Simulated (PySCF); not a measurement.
**[Dy(NH3)]3+: other functionals and bases at one geometry**

How far do other levels of theory move the description of [Dy(NH3)]3+, and what does each cost? The structure is generated, not taken from experiment.

The runs use PySCF 2.14.0; several levels, as the steps say, no spin–orbit coupling.

3 further runs of the same task are left out: 2 for a known fault of the program, 1 that didn't finish.

### Step 1. The starting structure

5 atoms, charge 3, spin multiplicity 1.

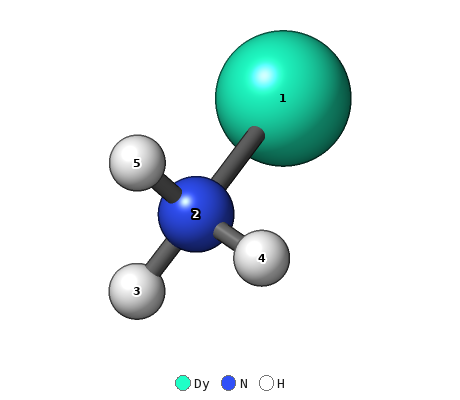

The geometry (dysprosium teal, nitrogen blue, hydrogen white); atoms are numbered from 1 in the order of the file.

Coordinates:

```xyz
5
DyH3N
Dy    0.0000    0.0000   -0.1313
N     0.0000    0.0000    2.1873
H     0.9517    0.0000    2.6517
H    -0.4759    0.8241    2.6517
H    -0.4758   -0.8242    2.6517
```

Formal oxidation states: Dy +3. Each metal's 9 4f electrons lie in its core potential, so multiplicities, spins and levels count the valence alone. An earlier session relaxed this geometry at PBE, Dy lcecp-1-SVP with ECP55, N def2-SVP, H def2-SVP (singlet, point group C3v).

At PBE on the finer grid: E = -92.197992 Eh, HOMO -26.50 eV, LUMO -21.48 eV, Mulliken charge on Dy1 +2.41 e, largest force component 0.006 eV/Å. 

Levels to run: CAM-B3LYP; HF; revPBE; PBE0; PBE, TZVP. Hardware: 2 threads of Intel Xeon at 2.50GHz (Skylake/Cascade Lake), shared host.

### Step 2. CAM-B3LYP

run.py (the lines that set the calculation)

```python
mol = gto.M(atom='''
Dy     0.00000     0.00000    -0.13134
N      0.00000     0.00000     2.18730
H      0.95166     0.00004     2.65170
H     -0.47586     0.82414     2.65170
H     -0.47580    -0.82418     2.65170''',
    basis={'Dy': 'lcecp-1-SVP', 'N': 'def2-SVP', 'H': 'def2-SVP'},
    ecp={'Dy': 'lcecp-1-SVP'},
    charge=3, spin=0)
mf = dft.RKS(mol, xc='CAMB3LYP')
mf.grids.atom_grid = (75, 302)  # f atoms: unpruned, at least (60, 302)
mf = mf.density_fit()  # fitting sets: Dy AutoAux, N def2-universal-JKFIT, H def2-universal-JKFIT
mf.conv_tol = 1e-08; mf.max_cycle = 55
mf.kernel(dm0)  # dm0: the density of the relaxed state
```

On the command line:

```sh
$ OMP_NUM_THREADS=2 python run.py
```

Standard output:

```text
init E= -92.200155439979
  HOMO = -1.07875295211521  LUMO = -0.700911256057488  gap/eV = 10.28160
cycle= 1 E= -92.2019485057043  delta_E= -0.00179  |g|= 0.0346  |ddm|= 0.141
  HOMO = -1.06582168139396  LUMO = -0.709547083963731  gap/eV = 9.69473
cycle= 2 E= -92.2019032433415  delta_E= 4.53e-05  |g|= 0.0393  |ddm|= 0.0641
  HOMO = -1.07336417123433  LUMO = -0.70858142134485  gap/eV = 9.92624
cycle= 3 E= -92.202238897806  delta_E= -0.000336  |g|= 0.00192  |ddm|= 0.0288
  HOMO = -1.07311339393453  LUMO = -0.708360721893913  gap/eV = 9.92543
cycle= 4 E= -92.2022408983882  delta_E= -2e-06  |g|= 0.000475  |ddm|= 0.00427
  HOMO = -1.07312005169834  LUMO = -0.708541104285026  gap/eV = 9.92070
cycle= 5 E= -92.20224107364  delta_E= -1.75e-07  |g|= 8.76e-05  |ddm|= 0.00175
  HOMO = -1.0731186020777  LUMO = -0.70854886871204  gap/eV = 9.92045
cycle= 6 E= -92.2022410855822  delta_E= -1.19e-08  |g|= 2.26e-05  |ddm|= 0.000489
  HOMO = -1.0731218888223  LUMO = -0.708547902909899  gap/eV = 9.92056
cycle= 7 E= -92.2022410861065  delta_E= -5.24e-10  |g|= 3.75e-06  |ddm|= 0.000102
  HOMO = -1.07312127994423  LUMO = -0.708547727068016  gap/eV = 9.92055
Extra cycle  E= -92.2022410861153  delta_E= -8.8e-12  |g|= 1.37e-06  |ddm|= 8.02e-06
converged SCF energy = -92.2022410861153
```

Wall time 8 s (2 threads of Intel Xeon at 2.50GHz (Skylake/Cascade Lake), shared host).

It gives: E = -92.202241 Eh, HOMO -29.20 eV, LUMO -19.28 eV, Mulliken charge on Dy1 +2.47 e, largest force component 0.355 eV/Å. 

### Step 3. HF

run.py (the lines that set the calculation): that of step 2 with these lines changed.

```diff
@@ -9,4 +9,3 @@
     charge=3, spin=0)
-mf = dft.RKS(mol, xc='CAMB3LYP')
-mf.grids.atom_grid = (75, 302)  # f atoms: unpruned, at least (60, 302)
+mf = scf.RHF(mol)
 mf = mf.density_fit()  # fitting sets: Dy AutoAux, N def2-universal-JKFIT, H def2-universal-JKFIT
```

On the command line:

```sh
$ OMP_NUM_THREADS=2 python run.py
```

Standard output:

```text
init E= -91.5704858732988
  HOMO = -1.14684897887811  LUMO = -0.604286864766397  gap/eV = 14.76387
cycle= 1 E= -91.585511719036  delta_E= -0.015  |g|= 0.0387  |ddm|= 0.34
  HOMO = -1.14538571063886  LUMO = -0.613954055076363  gap/eV = 14.46099
cycle= 2 E= -91.5861237319347  delta_E= -0.000612  |g|= 0.00872  |ddm|= 0.058
  HOMO = -1.14657268399335  LUMO = -0.61489020637484  gap/eV = 14.46782
cycle= 3 E= -91.586178678515  delta_E= -5.49e-05  |g|= 0.00264  |ddm|= 0.0192
  HOMO = -1.1459161757092  LUMO = -0.615192363717476  gap/eV = 14.44173
cycle= 4 E= -91.5861822390417  delta_E= -3.56e-06  |g|= 0.00104  |ddm|= 0.00445
  HOMO = -1.1462958201682  LUMO = -0.615291163671408  gap/eV = 14.44937
cycle= 5 E= -91.5861829220156  delta_E= -6.83e-07  |g|= 0.00023  |ddm|= 0.002
  HOMO = -1.1463115976198  LUMO = -0.615292418343717  gap/eV = 14.44977
cycle= 6 E= -91.5861829751727  delta_E= -5.32e-08  |g|= 3.3e-05  |ddm|= 0.000668
  HOMO = -1.14631282346986  LUMO = -0.615292831156833  gap/eV = 14.44979
cycle= 7 E= -91.5861829761634  delta_E= -9.91e-10  |g|= 3.82e-06  |ddm|= 8.6e-05
  HOMO = -1.14631230147171  LUMO = -0.615292384186956  gap/eV = 14.44979
Extra cycle  E= -91.5861829761717  delta_E= -8.28e-12  |g|= 1.24e-06  |ddm|= 7.47e-06
converged SCF energy = -91.5861829761717
```

Run time: 2.4 s. Hardware: 2 threads of Intel Xeon at 2.50GHz (Skylake/Cascade Lake), shared host.

Read off: E = -91.586183 Eh, HOMO -31.19 eV, LUMO -16.74 eV, Mulliken charge on Dy1 +2.59 e, largest force component 1.621 eV/Å. 

### Step 4. revPBE

run.py (the lines that set the calculation): that of step 3 with these lines changed.

```diff
@@ -9,3 +9,4 @@
     charge=3, spin=0)
-mf = scf.RHF(mol)
+mf = dft.RKS(mol, xc='PBE_R,PBE')
+mf.grids.atom_grid = (75, 302)  # f atoms: unpruned, at least (60, 302)
 mf = mf.density_fit()  # fitting sets: Dy AutoAux, N def2-universal-JKFIT, H def2-universal-JKFIT
```

On the command line:

```sh
$ OMP_NUM_THREADS=2 python run.py
```

Standard output:

```text
init E= -92.2871299414386
  HOMO = -0.972320984178182  LUMO = -0.788087529238914  gap/eV = 5.01325
cycle= 1 E= -92.2872511406328  delta_E= -0.000121  |g|= 0.0101  |ddm|= 0.0443
  HOMO = -0.974278108510362  LUMO = -0.78758594469027  gap/eV = 5.08015
cycle= 2 E= -92.2872071925588  delta_E= 4.39e-05  |g|= 0.0173  |ddm|= 0.0203
  HOMO = -0.972048043108405  LUMO = -0.787753638258947  gap/eV = 5.01491
cycle= 3 E= -92.2872716802496  delta_E= -6.45e-05  |g|= 0.00207  |ddm|= 0.015
  HOMO = -0.972346123278534  LUMO = -0.787586223175887  gap/eV = 5.02757
cycle= 4 E= -92.2872730222679  delta_E= -1.34e-06  |g|= 0.000307  |ddm|= 0.00279
  HOMO = -0.972359613129015  LUMO = -0.787650142349221  gap/eV = 5.02620
cycle= 5 E= -92.2872730527993  delta_E= -3.05e-08  |g|= 1.17e-05  |ddm|= 0.000447
  HOMO = -0.97235919819434  LUMO = -0.787648628123722  gap/eV = 5.02623
cycle= 6 E= -92.2872730528393  delta_E= -4.01e-11  |g|= 2.52e-06  |ddm|= 1.68e-05
  HOMO = -0.972359225072559  LUMO = -0.787648732651584  gap/eV = 5.02623
Extra cycle  E= -92.2872730528398  delta_E= -4.41e-13  |g|= 2.24e-06  |ddm|= 4.52e-06
converged SCF energy = -92.2872730528398
```

Wall time 7.1 s (2 threads of Intel Xeon at 2.50GHz (Skylake/Cascade Lake), shared host).

Result: E = -92.287273 Eh, HOMO -26.46 eV, LUMO -21.43 eV, Mulliken charge on Dy1 +2.42 e, largest force component 0.155 eV/Å. 

### Step 5. PBE0

run.py (the lines that set the calculation): that of step 4 with these lines changed.

```diff
@@ -9,3 +9,3 @@
     charge=3, spin=0)
-mf = dft.RKS(mol, xc='PBE_R,PBE')
+mf = dft.RKS(mol, xc='PBE0')
 mf.grids.atom_grid = (75, 302)  # f atoms: unpruned, at least (60, 302)
```

On the command line:

```sh
$ OMP_NUM_THREADS=2 python run.py
```

Standard output:

```text
init E= -92.1941220472585
  HOMO = -1.02857566955104  LUMO = -0.7440814204071  gap/eV = 7.74148
cycle= 1 E= -92.1952847466551  delta_E= -0.00116  |g|= 0.0191  |ddm|= 0.135
  HOMO = -1.01982448075662  LUMO = -0.75026131258315  gap/eV = 7.33519
cycle= 2 E= -92.1952245888168  delta_E= 6.02e-05  |g|= 0.0267  |ddm|= 0.0508
  HOMO = -1.02414824957854  LUMO = -0.748888398900272  gap/eV = 7.49020
cycle= 3 E= -92.1953960276407  delta_E= -0.000171  |g|= 0.00201  |ddm|= 0.0232
  HOMO = -1.02398727691304  LUMO = -0.748259937760641  gap/eV = 7.50292
cycle= 4 E= -92.1953971069915  delta_E= -1.08e-06  |g|= 0.000198  |ddm|= 0.00264
  HOMO = -1.02400231622573  LUMO = -0.748284188544249  gap/eV = 7.50267
cycle= 5 E= -92.1953971163608  delta_E= -9.37e-09  |g|= 3.75e-05  |ddm|= 0.000239
  HOMO = -1.02398944209624  LUMO = -0.748295131829354  gap/eV = 7.50202
Extra cycle  E= -92.1953971163583  delta_E= 2.47e-12  |g|= 4.3e-05  |ddm|= 0.000105
converged SCF energy = -92.1953971163583
```

Run time: 5.7 s. Hardware: 2 threads of Intel Xeon at 2.50GHz (Skylake/Cascade Lake), shared host.

Read off: E = -92.195397 Eh, HOMO -27.86 eV, LUMO -20.36 eV, Mulliken charge on Dy1 +2.46 e, largest force component 0.374 eV/Å. 

### Step 6. PBE, TZVP

Basis: Dy lcecp-1-TZVP with ECP55, N def2-TZVP, H def2-TZVP. 

run.py (the lines that set the calculation)

```python
mol = gto.M(atom='''
Dy     0.00000     0.00000    -0.13134
N      0.00000     0.00000     2.18730
H      0.95166     0.00004     2.65170
H     -0.47586     0.82414     2.65170
H     -0.47580    -0.82418     2.65170''',
    basis={'Dy': 'lcecp-1-TZVP', 'N': 'def2-TZVP', 'H': 'def2-TZVP'},
    ecp={'Dy': 'lcecp-1-TZVP'},
    charge=3, spin=0)
mf = dft.RKS(mol, xc='PBE')
mf.grids.atom_grid = (75, 302)  # f atoms: unpruned, at least (60, 302)
mf = mf.density_fit()  # fitting sets: Dy AutoAux, N def2-universal-JKFIT, H def2-universal-JKFIT
mf.conv_tol = 1e-08; mf.max_cycle = 55
mf.kernel(dm0)  # dm0: free metal ions and neutral atoms
```

On the command line:

```sh
$ OMP_NUM_THREADS=2 python run.py
```

Standard output:

```text
init E= -84.8150121686164
  HOMO = -1.64055237976171  LUMO = -0.992743438438209  gap/eV = 17.62778
cycle= 1 E= -89.4888826804029  delta_E= -4.67  |g|= 4.12  |ddm|= 2.29
  HOMO = -0.819438735379715  LUMO = -0.811183108483966  gap/eV = 0.22465
cycle= 2 E= -73.0904693571409  delta_E= 16.4  |g|= 3.86  |ddm|= 3.82
  HOMO = -1.22379619071449  LUMO = -0.88967165779602  gap/eV = 9.09199
cycle= 3 E= -68.5715777531128  delta_E= 4.52  |g|= 5.36  |ddm|= 7.02
  HOMO = -1.11416636247991  LUMO = -0.993583713963704  gap/eV = 3.28122
cycle= 4 E= -90.7643945285646  delta_E= -22.2  |g|= 2.51  |ddm|= 5.33
  HOMO = -1.33008143811544  LUMO = -0.791863862413408  gap/eV = 14.64565
cycle= 5 E= -91.6389074340732  delta_E= -0.875  |g|= 1.72  |ddm|= 1.29
  HOMO = -0.975683517452552  LUMO = -0.740067189935272  gap/eV = 6.41145
cycle= 6 E= -92.2297484258836  delta_E= -0.591  |g|= 0.386  |ddm|= 1.16
  HOMO = -0.96859498188268  LUMO = -0.789866832474191  gap/eV = 4.86344
cycle= 7 E= -92.265218277286  delta_E= -0.0355  |g|= 0.0873  |ddm|= 0.384
  HOMO = -0.975457557556595  LUMO = -0.787931363021925  gap/eV = 5.10285
cycle= 8 E= -92.2665515273931  delta_E= -0.00133  |g|= 0.036  |ddm|= 0.0776
  HOMO = -0.97043437588499  LUMO = -0.789387410696992  gap/eV = 4.92654
cycle= 9 E= -92.2668549804435  delta_E= -0.000303  |g|= 0.00542  |ddm|= 0.0278
  HOMO = -0.971016561473922  LUMO = -0.788975952879244  gap/eV = 4.95358
cycle= 10 E= -92.266863007082  delta_E= -8.03e-06  |g|= 0.000515  |ddm|= 0.00459
  HOMO = -0.971081509582152  LUMO = -0.788938143183521  gap/eV = 4.95637
cycle= 11 E= -92.2668630812714  delta_E= -7.42e-08  |g|= 6.18e-05  |ddm|= 0.000402
  HOMO = -0.971084644662259  LUMO = -0.788924041928848  gap/eV = 4.95684
cycle= 12 E= -92.2668630822579  delta_E= -9.86e-10  |g|= 1.1e-05  |ddm|= 8.66e-05
  HOMO = -0.971080590447663  LUMO = -0.788926812874502  gap/eV = 4.95666
Extra cycle  E= -92.2668630821692  delta_E= 8.87e-11  |g|= 2.29e-05  |ddm|= 2.56e-05
converged SCF energy = -92.2668630821692
```

Wall time 21 s (2 threads of Intel Xeon at 2.50GHz (Skylake/Cascade Lake), shared host).

It gives: E = -92.266863 Eh, HOMO -26.42 eV, LUMO -21.47 eV, Mulliken charge on Dy1 +2.52 e, largest force component 0.340 eV/Å. 

### Step 7. All levels side by side

| level | state | HOMO (eV) | gap (eV) | charge on Dy1 (e) | dipole (D) | largest force (eV/Å) | basis functions | time |
| --- | --- | --- | --- | --- | --- | --- | --- | --- |
| PBE (relaxed here) | singlet | -26.50 | 5.02 | 2.41 | 4.36 | 0.01 | 62 | 13 s |
| CAM-B3LYP | singlet | -29.20 | 9.92 | 2.47 | 3.85 | 0.35 | 62 | 8 s |
| HF | singlet | -31.19 | 14.45 | 2.59 | 3.15 | 1.62 | 62 | 2.4 s |
| revPBE | singlet | -26.46 | 5.03 | 2.42 | 4.30 | 0.16 | 62 | 7.1 s |
| PBE0 | singlet | -27.86 | 7.50 | 2.46 | 3.99 | 0.37 | 62 | 5.7 s |
| PBE, TZVP | singlet | -26.42 | 4.96 | 2.52 | 4.39 | 0.34 | 96 | 21 s |

Times are on 2 threads of Intel Xeon at 2.50GHz (Skylake/Cascade Lake), shared host; the first row also made further properties. The dipole of a charged species depends on the origin, so these sizes hold for this origin alone.

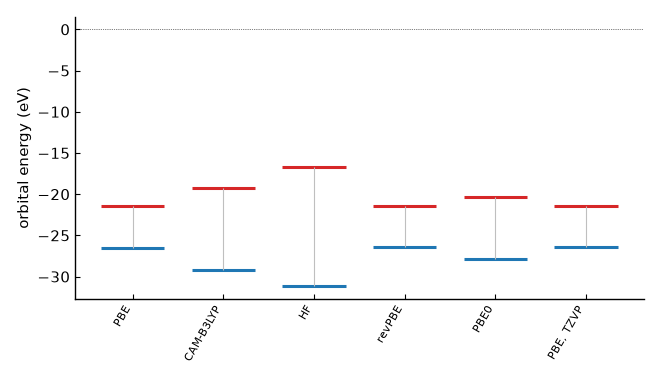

Highest filled and lowest empty level, method by method.

In one basis the HOMO–LUMO gap runs from 5.02 eV (PBE) to 14.45 eV (HF). The largest leftover force, 1.62 eV/Å with HF, stands at a geometry relaxed at another level. The Mulliken charge on Dy spans +2.41 to +2.59 e over the levels. With 4f in the core, its levels are missing from HOMO and gap. Total energies of different levels can't be compared. Spin–orbit coupling is left out throughout.
